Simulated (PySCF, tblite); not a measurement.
**C7H14O2Si: geometry, infrared bands and NMR shifts**

Wanted: the infrared bands and NMR shifts of C7H14O2Si (`C=C(C)[C@@]1(CC)CO[SiH2]O1`), by calculation.

Programs: tblite 0.8.0 and PySCF 2.14.0, with density-fitted response routines of our own. Each step states its level of theory. These are calculated values for one molecule in the gas phase, unless marked as measured. Atoms are numbered from 0 throughout.

## Step 1: The molecule as given

24 atoms, charge 0, multiplicity 1; geometry from: force field or distance geometry start.

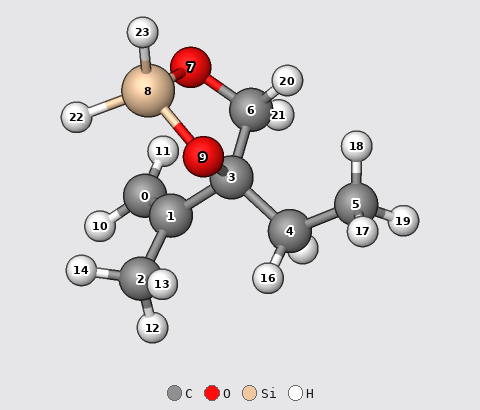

The starting geometry (carbon grey, oxygen red, silicon light orange, hydrogen white), atoms numbered.

## Step 2: Geometry optimisation with GFN2-xTB

The job: settings as JSON, then the geometry in Å.

```
{"job": {"kind": "relax", "xc": "GFN2-xTB", "basis": "xTB"}, "charge": 0, "multiplicity": 1}
C     -1.593600     0.796500    -1.373500
C     -1.153500     0.017500    -0.427900
C     -2.077400    -0.943700     0.261900
C      0.281500     0.029400     0.025800
C      0.808000    -1.358600    -0.197400
C      2.232500    -1.578000     0.177000
C      1.080600     1.135200    -0.542200
O      0.434500     2.336600    -0.255100
Si    -0.231800     1.979500     1.286700
O      0.200200     0.325400     1.419000
H     -2.667300     0.739700    -1.657600
H     -1.006600     1.516300    -1.917400
H     -2.390800    -1.735900    -0.422500
H     -1.604400    -1.427400     1.143800
H     -2.971500    -0.353100     0.613100
H      0.700500    -1.529200    -1.302400
H      0.128600    -2.082200     0.304900
H      2.265900    -2.289100     1.043000
H      2.773200    -0.657900     0.498800
H      2.774800    -2.096200    -0.645500
H      2.039400     1.189200     0.020500
H      1.331600     1.040400    -1.612200
H     -1.697400     2.178200     1.209200
H      0.331200     2.787100     2.357500
```

On the command line:

```sh
$ OMP_NUM_THREADS=1 python probes_run.py task.json out
```

The driver reads the jobs from task.json and runs them one after another.

**Question.** This job is followed by: GFN2-xTB harmonic vibrations, gas phase; GIAO PBE0/pcSseg-1 NMR shielding, non-relativistic, gas phase. What will the session give for the following? strongest single infrared mode (GFN2-xTB); zero-point energy (GFN2-xTB); 13C shifts against TMS (PBE0/pcSseg-1); 1H shifts against TMS (PBE0/pcSseg-1, means over atoms taken as alike); 17O shifts against H2O (PBE0/pcSseg-1); 29Si shifts against TMS (PBE0/pcSseg-1).

**Answer**, as computed:

| quantity | value |
| --- | --- |
| strongest single infrared mode (GFN2-xTB) | 2310 cm⁻¹, 410 km/mol |
| zero-point energy (GFN2-xTB) | 122.8 kcal/mol |
| 13C shifts against TMS (PBE0/pcSseg-1) | 169.3, 113.4, 84.7, 76.7, 43.1, 24.1, 9.6 ppm |
| 1H shifts against TMS (PBE0/pcSseg-1, means over atoms taken as alike) | 5.17, 5.12, 5.06, 4.56, 4.50, 4.24, 2.12, 2.03, 1.26, 1.05 ppm |
| 17O shifts against H2O (PBE0/pcSseg-1) | 64.6, 43.6 ppm |
| 29Si shifts against TMS (PBE0/pcSseg-1) | -2.7 ppm |

What this shows: Over 187 steps the energy fell by 1.233 eV; of the close pairs, Si8–O9 changed most, 1.715 to 1.630 Å. No mode is imaginary among the 66: a minimum at this level. The strongest single mode, at 2310 cm⁻¹, moves mainly H22. GFN2-xTB is a fitted tight-binding method: band positions and strengths are rough. Its intensities can rank the bands wrongly. At PBE0/pcSseg-1: The largest span, 245 ppm, is at C1, where the paramagnetic term is -245 ppm.
